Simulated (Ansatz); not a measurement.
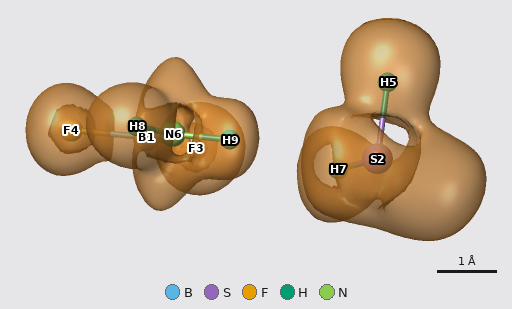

Figure. BF$_{2}$H$_{2}$N···H$_{2}$S. Isosurface of the electron localisation function at 0.75 (orange), seen from one side. Only the valence region is drawn (cores and ρ < 0.01 e/Å³ removed).

The product side of a reaction path; geometry: PBE0-D4/def2-TZVP; a saddle point, not a minimum.

These are results of Ansatz 0.2.0, RKS PBE0-D4/def2-TZVPP, not measurements.

```json
{"atom": "B", "x (Å)": "-1.4678", "y (Å)": "0.2795", "z (Å)": "0.1273"}
{"atom": "S", "x (Å)": "2.3540", "y (Å)": "-0.5960", "z (Å)": "-0.9285"}
{"atom": "F", "x (Å)": "-1.0803", "y (Å)": "0.5291", "z (Å)": "-1.1268"}
{"atom": "F", "x (Å)": "-2.7231", "y (Å)": "0.5845", "z (Å)": "0.4426"}
{"atom": "H", "x (Å)": "2.7082", "y (Å)": "0.6768", "z (Å)": "-0.6933"}
{"atom": "N", "x (Å)": "-0.5910", "y (Å)": "-0.2724", "z (Å)": "1.0515"}
{"atom": "H", "x (Å)": "1.3045", "y (Å)": "-0.2213", "z (Å)": "-1.6785"}
{"atom": "H", "x (Å)": "-0.8640", "y (Å)": "-0.4737", "z (Å)": "1.9959"}
{"atom": "H", "x (Å)": "0.3596", "y (Å)": "-0.5066", "z (Å)": "0.8099"}
```

What do the ELF domains correspond to?

The ELF exceeds this value in two regions on F in which the atom's valence shell and bonds are merged, one joined region spread over several atoms (H, N), in which their bonds and any lone pairs are merged and one joined region spread over several atoms (H, S), in which their bonds and any lone pairs are merged. Profiles from the grid: S2···H9 (2.65 Å): the ELF dips to about 0.05 between them. B–F (1.33 Å): the ELF peaks at about 0.85 between the atoms: a polar covalent bond.
